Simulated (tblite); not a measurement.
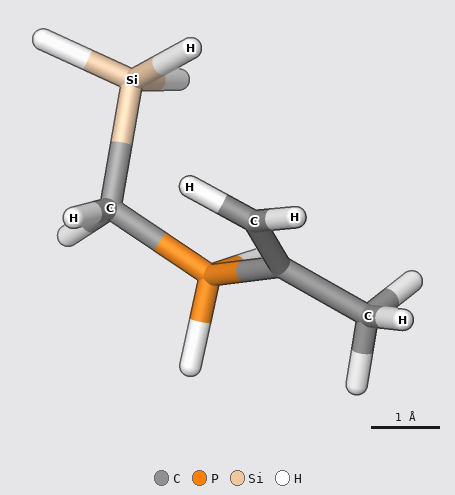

Fig. 1: The input geometry (stick view, seen at a tilt). Bond lengths as drawn: C–C 1.33 to 1.50 Å, C–H 1.08 to 1.09 Å, C–P 1.79 to 1.80 Å, C–Si 1.96 Å, H–P 1.38 Å and H–Si 1.45 to 1.46 Å.

## Frequency calculation of C$_{4}$H$_{12}$PSi (charge +1)

- system: C$_{4}$H$_{12}$PSi, charge +1, SMILES C=C(C)[PH2+]C[SiH3]
- method: GFN2-xTB harmonic vibrations, gas phase (tblite 0.8.0)

It belongs to a series of runs on one base structure; here: CH2CF3 replaced by CH2SiH3.

Log:
```
mode    cm-1     km/mol
  1      44.6      0.30
  2      70.9      0.77
  3      81.3      0.27
  4     107.2      0.38
  5     154.3      0.46
  6     184.0      0.49
  7     300.9      2.26
  8     335.4      7.41
  9     366.0      2.35
 10     498.9     12.47
 11     510.0     28.27
 12     521.5     15.68
 13     610.5     55.48
 14     643.3     18.31
 15     677.2     41.11
 16     704.3     28.13
 17     730.3    176.47
 18     748.3    197.98
 19     776.3    307.25
 20     801.6      9.64
 21     820.7     16.83
 22     877.2    154.08
 23     925.2      7.42
 24     926.7     36.98
 25     993.5     21.99
 26    1021.9     22.46
 27    1029.0      0.70
 28    1048.4     39.10
 29    1109.5     63.79
 30    1174.5      4.40
 31    1371.3      9.85
 32    1388.7     21.53
 33    1399.8     16.46
 34    1445.9     15.73
 35    1447.4     19.90
 36    1669.3      3.82
 37    2291.8     94.26
 38    2296.2    250.60
 39    2363.2    201.88
 40    2366.1     75.45
 41    2405.0     82.59
 42    2951.7      0.79
 43    2957.8      0.89
 44    2992.4      3.76
 45    3006.2      3.04
 46    3061.8      0.84
 47    3097.9      2.97
 48    3127.0      2.84
```

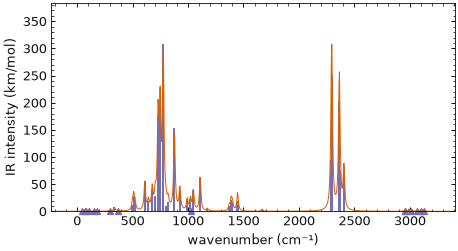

Fig. 2: Harmonic infrared spectrum, unscaled: sticks (degenerate modes added up, dark ones marked on the axis) with a Lorentzian envelope of 16 cm⁻¹ full width, scaled to the tallest stick. 48 modes from 45 to 3127 cm⁻¹, none imaginary. The strongest line is at 776 cm⁻¹ (307 km/mol).

The run was set up as follows.

Input:
```
{"job": {"kind": "ir", "xc": "GFN2-xTB", "basis": "xTB"}, "charge": 1, "multiplicity": 1}
C     -1.063507    -0.489328     1.649022
C     -1.305700    -0.101447     0.402211
C     -2.577623    -0.320499    -0.354533
P     -0.070485     0.804255    -0.546678
C      1.570167     0.956608     0.145255
Si     2.636936    -0.684899     0.038567
H     -1.811594    -1.010773     2.223657
H     -0.123888    -0.307788     2.144403
H     -2.923058     0.608616    -0.810902
H     -2.424591    -1.046895    -1.153681
H     -3.355363    -0.696098     0.304756
H     -0.004983     0.226075    -1.797763
H     -0.612214     2.045810    -0.828406
H      2.078972     1.744706    -0.415004
H      1.473333     1.303581     1.176190
H      1.890711    -1.707274     0.770405
H      2.699082    -0.984687    -1.391307
H      3.915046    -0.333646     0.637873
```

The first line tells a small driver script what to run in tblite; the rest is the geometry in Å.

Launch command:
```bash
OMP_NUM_THREADS=1 python <driver script> task.json out
```

Summary:

- outcome: converged
- total energy: −502.7716 eV
- zero-point energy: 86.3930 kcal/mol
- hardware: 1 CPU thread, shared host
- wall time: 0.63 s
- peak memory: 0.18 GiB
